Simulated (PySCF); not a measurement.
# I5Nd ([NdI5]2-): the cost of one run

Programs: PySCF 2.14.0, with routines of our own; each step states its level. All values are computed. Atoms count from 0.

## 1. The starting structure

6 atoms, charge -2, states of the metal's open shell are computed; geometry from: model geometry, bond lengths from ionic radii.

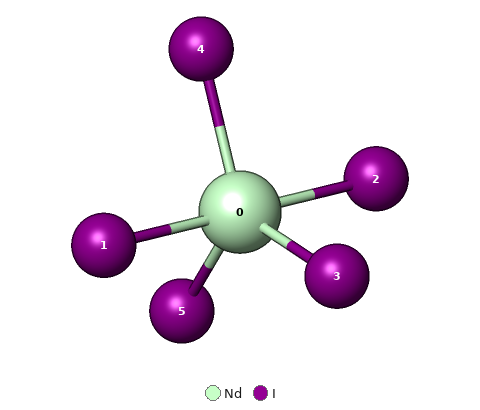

The starting geometry (neodymium light green, iodine purple); sticks join atoms by distance alone.

## 2. Ligand-field states: state-averaged CASSCF in water

The job: settings as JSON, then the geometry in Å.

```
{"job": {"kind": "lf", "basis": {"metal": "x2c-TZVPall", "ligand": "x2c-SVPall"}, "nevpt": false, "solvent": "water"}, "charge": -2, "metal": "Nd", "open_shell": "f3"}
Nd     0.000000     0.000000     0.000000
I      0.000000     0.000000     2.983000
I      0.000000     0.000000    -2.983000
I      2.983000     0.000000     0.000000
I     -1.491500     2.583354     0.000000
I     -1.491500    -2.583354     0.000000
```

Method: state-averaged CASSCF of the metal f shell, state-interaction spin-orbit coupling.

Run with:

```sh
$ OMP_NUM_THREADS=1 python lf_run.py task.json out
```

One launch serves the whole session: the jobs run in the order shown.

Q: Estimate the wall time and peak memory of this first job on 1 thread of Arm Neoverse N1, shared host.

About 5.5 min, with a peak of 0.66 GiB.
